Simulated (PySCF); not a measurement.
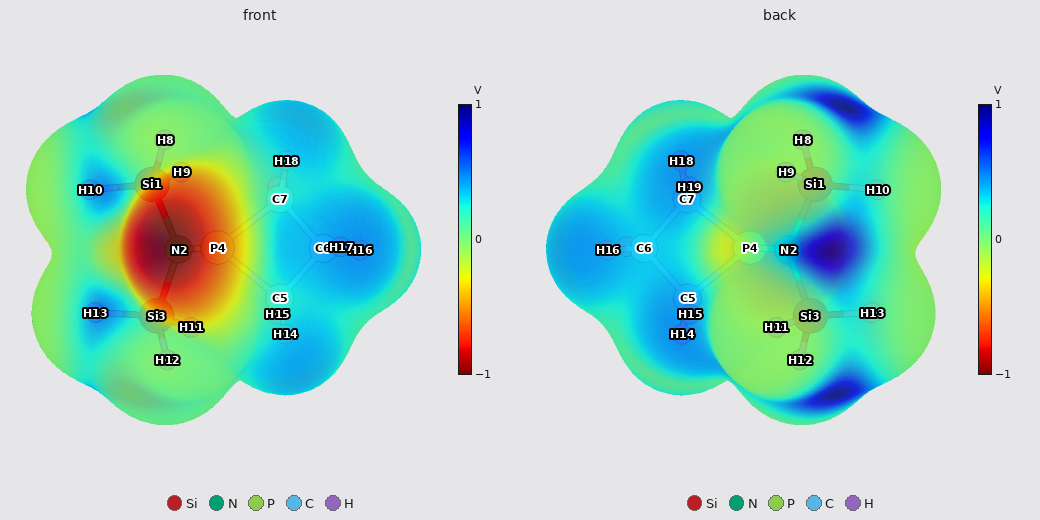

C$_{3}$H$_{12}$NPSi$_{2}$. The molecular electrostatic potential painted on the density surface at 0.001 e/bohr³, seen from the front and from behind; red is negative and blue positive.

Geometry: GFN2-xTB.

Method: CAM-B3LYP/def2-SVPD, SCF density, gas phase (PySCF 2.14.0).

```csv
atom,x (Å),y (Å),z (Å)
Si,-1.7987,1.6661,0.1316
N,-1.1035,0.0721,0.2697
Si,-1.9909,-1.3491,-0.2125
P,0.3678,-0.0962,1.1714
C,1.3738,-1.2680,0.0906
C,2.4380,-0.1894,-0.1445
C,1.5477,1.0098,0.2019
H,-0.9952,2.5601,0.9644
H,-1.7468,2.0692,-1.2795
H,-3.1882,1.6268,0.5858
H,-1.8667,-1.5006,-1.6682
H,-1.4046,-2.4914,0.4859
H,-3.3966,-1.1755,0.1490
H,1.7263,-2.1847,0.5629
H,0.8290,-1.5165,-0.8193
H,2.8635,-0.1736,-1.1492
H,3.2557,-0.2865,0.5704
H,2.0319,1.8136,0.7557
H,1.0477,1.4231,-0.6736
```

Which sites attract a positive test charge, and which a negative one?

A positive charge is drawn to the negative regions and a negative charge to the positive ones. The most negative region (about −1.0 V, or −23 kcal/mol for a unit charge) lies over P4, the most positive (about +0.9 V, or +21 kcal/mol for a unit charge) over Si1 and Si3.

What dipole moment does the calculation give?

Its dipole moment is 1.04 D.
